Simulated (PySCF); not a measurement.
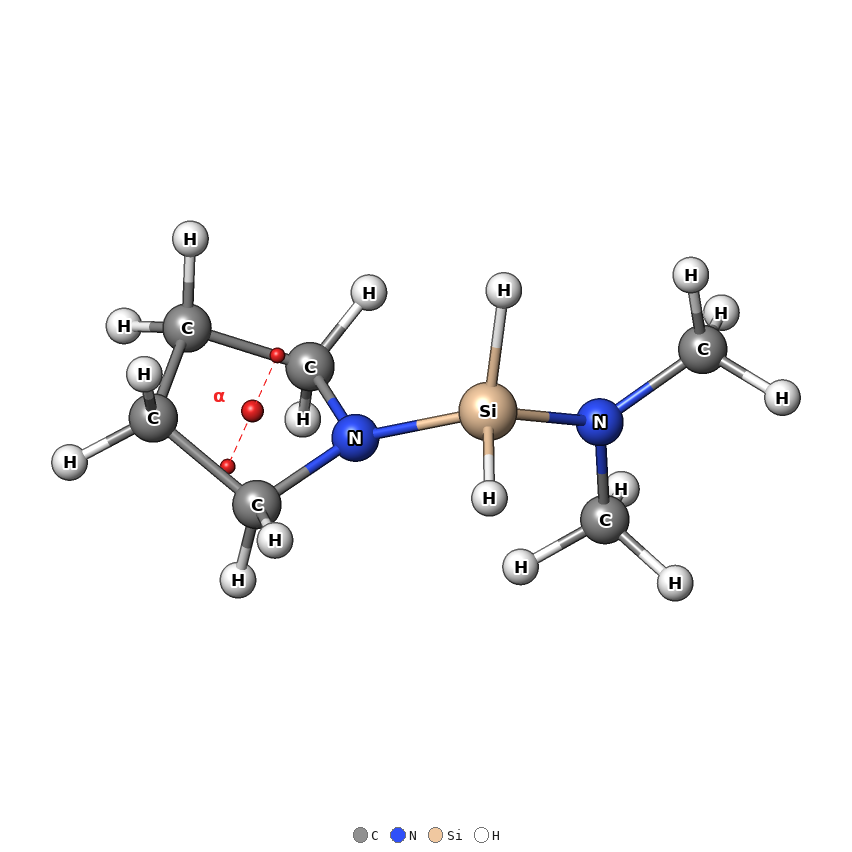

The small points mark where nucleus-independent chemical shifts (NICS) were computed: at the centre of each lettered ring and 1 Å above and below it. The computed structure is the end point of a PBE0-D3(BJ)/def2-SVP optimisation. No frequency run is at hand to confirm it as a minimum. Level of theory: GIAO PBE0/pcSseg-1 NMR shielding, non-relativistic, IEF-PCM chloroform (PySCF 2.14.0).

Give NICS(0), NICS(1) and the out-of-plane component NICS(1)zz for each ring (means of the two sides).

```
ring  members  NICS(0)  NICS(1)  NICS(1)zz
   α      C4N     −6.7     −3.9       −5.8
```

Values in ppm.

**What do the values say about the ring currents?**

Ring α: weak, as in a non-aromatic ring. NICS is one index among several.
